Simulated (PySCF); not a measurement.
## Spin–spin coupling calculation of C2H7NSi2

C2H7NSi2, computed with wB97X/Sadlej pVTZ indirect spin-spin coupling, non-relativistic, IEF-PCM tetrahydrofuran (PySCF 2.14.0).

The geometry comes from this level: GFN2-xTB. It belongs to a series of runs on one base structure; here: solvent tetrahydrofuran; wB97X/Sadlej pVTZ.

Figures and captions count atoms from 1; the log counts them from 0 in places.

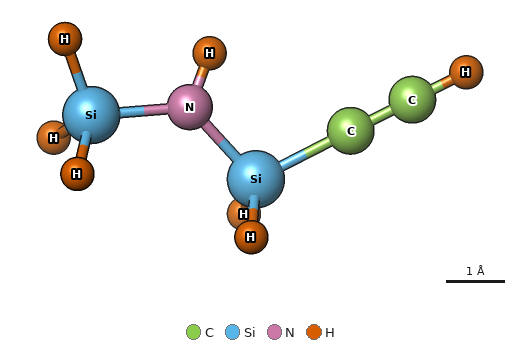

Figure 1. The input geometry (ball-and-stick view, seen at a tilt). Bond lengths as drawn: C–C 1.20 Å, C–H 1.05 Å, C–Si 1.85 Å, H–N 1.01 Å, H–Si 1.46 to 1.47 Å and N–Si 1.73 Å.

## Results in brief

| quantity | value |
| --- | --- |
| outcome | converged |
| total energy | −714.104977 hartree |
| HOMO | −9.71 eV |
| LUMO | 1.16 eV |
| dipole moment | 1.07 D |
| hardware | 1 CPU thread, shared host |
| wall time | 42 s |
| peak memory | 0.94 GiB |

Settings chosen away from the usual ones: solvent tetrahydrofuran; wB97X/Sadlej pVTZ.

## Input file
```
{"job": {"kind": "j", "xc": "wB97X", "basis": "Sadlej pVTZ", "solvent": "tetrahydrofuran"}, "charge": 0, "multiplicity": 1}
C      3.276714    -0.440355     0.793178
C      2.138871    -0.634419     0.458607
Si     0.392322    -0.939901    -0.076524
N     -0.460070     0.519643     0.314239
Si    -2.148312     0.856959     0.146056
H      4.272223    -0.268625     1.089461
H     -0.195860    -2.048798     0.679832
H      0.383438    -1.212735    -1.521477
H      0.126380     1.321151     0.481424
H     -2.543100     0.898183    -1.267794
H     -2.882455    -0.212280     0.822655
H     -2.358951     2.160493     0.774965
```

The first line tells a small driver script what to run in PySCF; the rest is the geometry in Å.

Command:
```bash
OMP_NUM_THREADS=1 python <driver script> task.json out
```

## What the program printed
```
coarse grid: 10824 points
cycle   1  E = -714.0338953837  dE =  3.568e-01  |g| = 4.625e-01  |ddm| = 2.722e+01
cycle   2  E = -714.0586484933  dE = -2.475e-02  |g| = 3.724e-01  |ddm| = 5.486e+00
cycle   3  E = -714.0875543757  dE = -2.891e-02  |g| = 6.271e-02  |ddm| = 1.608e+00
cycle   4  E = -714.0885916101  dE = -1.037e-03  |g| = 1.800e-02  |ddm| = 4.314e-01
cycle   5  E = -714.0886906146  dE = -9.900e-05  |g| = 4.172e-03  |ddm| = 2.364e-01
cycle   6  E = -714.0886956037  dE = -4.989e-06  |g| = 2.420e-03  |ddm| = 3.423e-02
final grid: 94864 points
cycle   7  E = -714.1049694400  dE = -4.040e-05  |g| = 6.271e-03  |ddm| = 3.200e-01
cycle   8  E = -714.1049692732  dE =  1.668e-07  |g| = 6.003e-03  |ddm| = 6.605e-02
cycle   9  E = -714.1049768079  dE = -7.535e-06  |g| = 5.923e-04  |ddm| = 2.007e-02
cycle  10  E = -714.1049768844  dE = -7.644e-08  |g| = 1.975e-04  |ddm| = 4.222e-03
cycle  11  E = -714.1049768936  dE = -9.279e-09  |g| = 9.198e-05  |ddm| = 1.505e-03
cycle  12  E = -714.1049768961  dE = -2.518e-09  |g| = 1.126e-05  |ddm| = 7.361e-04
cycle  13  E = -714.1049768963  dE = -1.489e-10  |g| = 3.367e-06  |ddm| = 1.423e-04
```

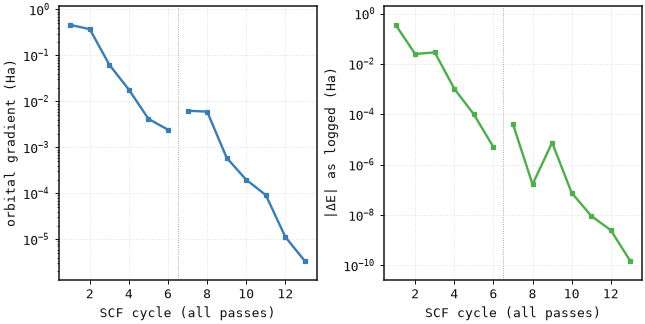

Figure 2. Convergence of the self-consistent field: orbital gradient and size of the energy change against the SCF cycle. The dotted line marks the change from a coarse to the final integration grid. The first 6 cycles use a coarse grid, the final grid takes over at cycle 7, and the field converges after 13 cycles in all.

```
converged SCF energy = -714.1049768963

Indirect spin-spin couplings (Hz)
  i      j    bonds     total        FC       PSO       DSO        SD
  0 C    1 C    1    139.938   135.634     4.225     0.079         -
  0 C    2 Si   2    -22.507   -21.562    -0.542     0.074    -0.477
  0 C    3 N    3     -0.675    -0.751     0.040     0.017     0.018
  0 C    4 Si   4     -0.828    -0.854    -0.040     0.041     0.025
  0 C    5 H    1    223.900   226.022    -2.597     0.475         -
  0 C    6 H    3      2.336     2.301     0.361    -0.326         -
  0 C    7 H    3      2.529     2.487     0.356    -0.315         -
  1 C    2 Si   1    -97.247   -97.706     1.243    -0.108    -0.675
  1 C    3 N    2     -2.128    -2.128     0.007    -0.010     0.004
  1 C    4 Si   3     -6.268    -6.208    -0.051     0.040    -0.049
  1 C    5 H    2     41.794    38.081     4.922    -1.209         -
  1 C    6 H    2      4.807     5.012    -0.048    -0.157         -
  1 C    7 H    2      7.954     8.139    -0.058    -0.127         -
  1 C    8 H    3      3.233     2.993    -0.054     0.294         -
  1 C    9 H    4     -0.204    -0.104     0.082    -0.182         -
  1 C   11 H    4      0.810     0.873     0.086    -0.149         -
  2 Si   3 N    1     20.843    22.534    -2.138     0.045     0.401
  2 Si   4 Si   2      6.080     6.213     0.005    -0.023    -0.115
  2 Si   5 H    3     -3.539    -3.557    -0.224     0.283    -0.041
  2 Si   6 H    1   -208.590  -209.666     1.225    -0.292     0.143
  2 Si   7 H    1   -204.753  -205.828     1.217    -0.288     0.146
  2 Si   8 H    2      2.310     1.624     0.427     0.259    -0.001
  2 Si   9 H    3      0.279     0.177     0.014     0.079     0.010
  2 Si  10 H    3     -1.007    -1.117     0.061     0.026     0.022
  2 Si  11 H    3    -10.090   -10.155    -0.165     0.289    -0.060
  3 N    4 Si   1     17.964    19.456    -1.955     0.039     0.424
  3 N    5 H    4      0.497     0.459    -0.042     0.080     0.000
  3 N    6 H    2     -5.928    -5.985    -0.018     0.071     0.004
  3 N    7 H    2     -3.382    -3.445    -0.031     0.095    -0.000
  3 N    8 H    1    -65.244   -61.702    -2.688    -0.479    -0.375
  3 N    9 H    2     -2.623    -2.665    -0.056     0.099    -0.001
  3 N   10 H    2     -4.965    -4.998    -0.040     0.071     0.003
  3 N   11 H    2     -2.484    -2.531    -0.043     0.068     0.022
  4 Si   6 H    3     -0.389    -0.444    -0.036     0.061     0.029
  4 Si   7 H    3      0.205     0.154    -0.060     0.093     0.018
  4 Si   8 H    2      1.766     1.049     0.445     0.305    -0.033
  4 Si   9 H    1   -181.873  -182.797     0.963    -0.215     0.176
  4 Si  10 H    1   -184.722  -185.586     0.903    -0.223     0.185
  4 Si  11 H    1   -186.682  -187.569     0.906    -0.210     0.190
  5 H    6 H    4     -1.544    -1.098     0.739    -1.185         -
  5 H    7 H    4     -1.442    -1.013     0.738    -1.167         -
  5 H    9 H    6     -0.314    -0.032     0.390    -0.673         -
  5 H   10 H    6     -0.299    -0.023     0.398    -0.673         -
  5 H   11 H    6     -0.207    -0.010     0.322    -0.519         -
  6 H    7 H    2     11.123    12.603     0.584    -2.064         -
  6 H    8 H    3      3.049     4.271     1.354    -2.576         -
  6 H    9 H    4     -0.223     0.209     0.313    -0.744         -
  6 H   10 H    4      0.790     0.213    -0.318     0.896         -
  6 H   11 H    4     -0.726    -0.016     0.495    -1.205         -
  7 H    8 H    3     -1.373    -0.529     0.950    -1.793         -
  7 H    9 H    4      0.392     0.079    -0.141     0.454         -
  7 H   11 H    4     -0.922    -0.145     0.541    -1.318         -
  8 H    9 H    3     -1.458    -0.626     0.956    -1.788         -
  8 H   10 H    3      4.385     5.658     1.418    -2.691         -
  8 H   11 H    3      3.925     3.640    -0.089     0.374         -
  9 H   10 H    2      7.761     9.183     0.621    -2.044         -
  9 H   11 H    2      3.853     5.385     0.647    -2.179         -
 10 H   11 H    2     -0.241     1.418     0.663    -2.322         -
```
